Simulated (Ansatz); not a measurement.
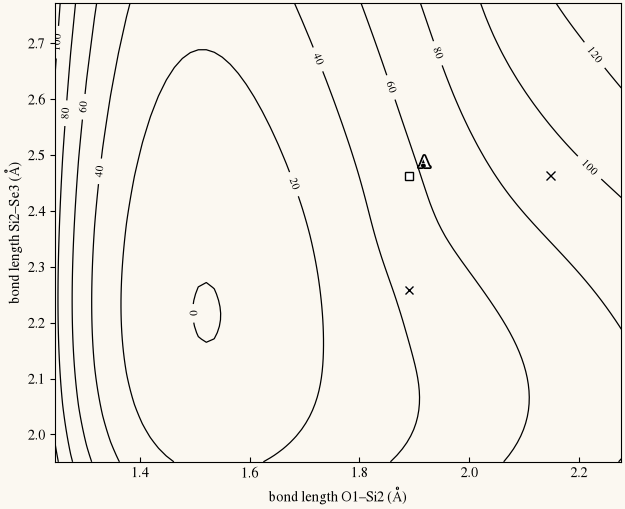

HOSeSi, SMILES O=[SiH][Se], spin multiplicity 2. First axis: bond length O1–Si2. Second axis: bond length Si2–Se3. Nothing is relaxed (all other coordinates rigid). The scan uses a 9 × 9 grid. At 2 points there is no value. Points are written as (first, second). All energies are given in kcal/mol relative to the lowest grid point. In part of the range the unrestricted reference is strongly spin-contaminated. Computed with UKS PBE0-D4/def2-TZVP in Ansatz.

The picture shows contour lines labelled in kcal/mol, crosses at grid points without a value, the point A. Between grid points the surface is interpolated.

Q: Is A at rest? If not, where is it pushed?

A: A, at (1.890 Å, 2.463 Å), is not a stationary point. The computed force is 183 kcal/mol for each Å towards smaller values of bond length O1–Si2 and 57 kcal/mol for each Å towards smaller values of bond length Si2–Se3.
